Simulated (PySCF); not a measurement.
**UB2PLYP/STO-6G run of PO2 (phosphorus dioxide)**

Aim: the vertical ionisation energy of PO2 (phosphorus dioxide) at UB2PLYP/STO-6G, from 2 runs. 

Program for the calculation: PySCF 2.14.0.

21 further runs of the same task are left out: 8 that didn't finish, 13 set aside as unsound or not needed.

### Step 1. The structure to begin with

PO2: 3 atoms, total charge 0, spin state doublet. As SMILES, `[O]P=O`. Geometry: relaxed at GFN2-xTB.

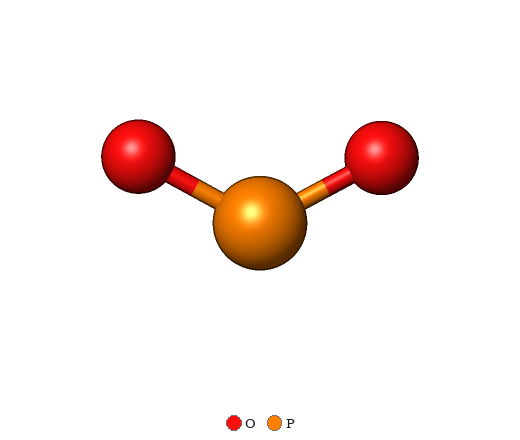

Viewed from a chosen angle; oxygen red, phosphorus orange.

### Step 2. A single-point energy at UB2PLYP/STO-6G

calc.py reads:

```python
# phosphorus dioxide
from pyscf import gto, dft, mp

mol = gto.M(
    atom=[
    ('O', (0.331710, 1.226310, 0.317670)),
    ('P', (-0.403940, 0.077030, -0.212130)),
    ('O', (0.072230, -1.303340, -0.105540)),
],
    spin=1,
    basis='sto-6g',
    max_memory=1860,
    verbose=3,
)

calc0 = dft.UKS(mol)
calc0.xc = '0.53*HF + 0.47*B88, 0.73*LYP'
calc0.conv_tol = 1e-10
calc0.grids.level = 5
calc0.kernel()
if not calc0.converged:
    calc0 = calc0.newton().run(calc0.mo_coeff, calc0.mo_occ)

pt = mp.MP2(calc0, frozen=7).run()
energy = calc0.e_tot + 0.27 * pt.e_corr
print('PT2 part  %.8f' % (0.27 * pt.e_corr))
print('Final energy', energy)
```

On the command line:

```sh
$ OMP_NUM_THREADS=1 python calc.py
```

The log of the run:

```text
WARN: HOMO -0.222965378059468 >= LUMO -0.222965378059469

converged SCF energy = -489.391695834435  <S^2> = 0.76518386  2S+1 = 2.0151267
E(UMP2) = -489.679202952666  E_corr = -0.287507118231242
E(SCS-UMP2) = -489.659808273041  E_corr = -0.268112438605792
PT2 part  -0.07762692
Final energy -489.46932275635726
```

Wall time 8.1 s (1 thread of Arm Neoverse V1, shared host); peak memory 0.2 GiB.

### Step 3. The singlet cation, same level

calc.py reads:

```python
from pyscf import gto, dft, mp

system = gto.Mole()
system.atom = [
    ('O', (0.331710, 1.226310, 0.317670)),
    ('P', (-0.403940, 0.077030, -0.212130)),
    ('O', (0.072230, -1.303340, -0.105540)),
]
system.max_memory = 1860
system.basis = 'sto-6g'
system.verbose = 3
system.charge = 1
system.build()

myscf = dft.RKS(system)
myscf.xc = '0.53*HF + 0.47*B88, 0.73*LYP'
myscf.conv_tol = 1e-10
myscf.grids.level = 5
myscf.kernel()
if not myscf.converged:
    myscf = myscf.newton().run(myscf.mo_coeff, myscf.mo_occ)

pt = mp.MP2(myscf, frozen=7).run()
e_final = myscf.e_tot + 0.27 * pt.e_corr
print('PT2 part  %.8f' % (0.27 * pt.e_corr))
print('Final energy', e_final)
```

On the command line:

```sh
$ OMP_NUM_THREADS=1 python calc.py
```

The log of the run:

```text
converged SCF energy = -489.095218621098
E(RMP2) = -489.510565681606  E_corr = -0.415347060508342
E(SCS-RMP2) = -489.493185473955  E_corr = -0.397966852856836
PT2 part  -0.11214371
Final energy -489.20736232743496
```

It took 3.3 s on 1 thread of Arm Neoverse V1, shared host; peak memory 0.19 GiB.

### Step 4. Results

At UB2PLYP/STO-6G, 7 core orbitals frozen:

| quantity | value |
| --- | --- |
| doublet PO2: total energy | -489.46932 Eh |
| doublet PO2: dipole moment (SCF part) | 1.21 D |
| doublet PO2: HOMO energy (SCF part's orbitals) (highest over α and β) | -5.51 eV |
| doublet PO2: LUMO energy (SCF part's orbitals) (lowest over α and β) | 1.78 eV |
| doublet PO2: ⟨S²⟩ | 0.765 |
| singlet cation: total energy | -489.20736 Eh |
| singlet cation: HOMO energy (SCF part's orbitals) | -17.10 eV |
| singlet cation: LUMO energy (SCF part's orbitals) | -10.29 eV |
| singlet cation: HOMO–LUMO gap (SCF part's orbitals) | 6.81 eV |
| vertical ionisation energy (to the singlet cation) | 7.128 eV |

**Reading.** Removing an electron at fixed nuclei costs 7.13 eV (164 kcal/mol). Only the singlet of the ionised species was computed; a triplet could lie lower. In a minimal basis such a difference can be off by several eV, whatever the method.
